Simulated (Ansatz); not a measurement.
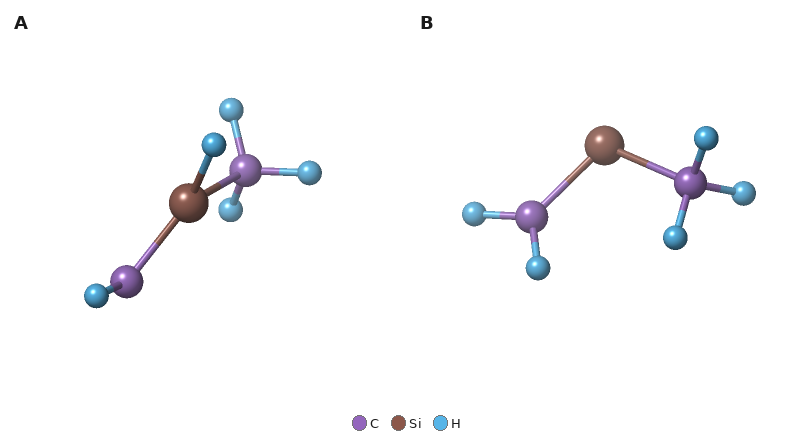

2 stationary structures of one formula. Charge −1, singlet. Geometries: PBE0-D4/def2-TZVPD. Electronic energies: RHF-CCSD(T) (frozen core)/def2-TZVPPD (Ansatz 0.2.0), without zero-point energy. No frequency run is at hand to confirm each as a minimum. Each is one conformer, not always the lowest.

### Which structure is the most stable?

B is lowest (Cs); A lies 141.5 kJ/mol above it (Cs).
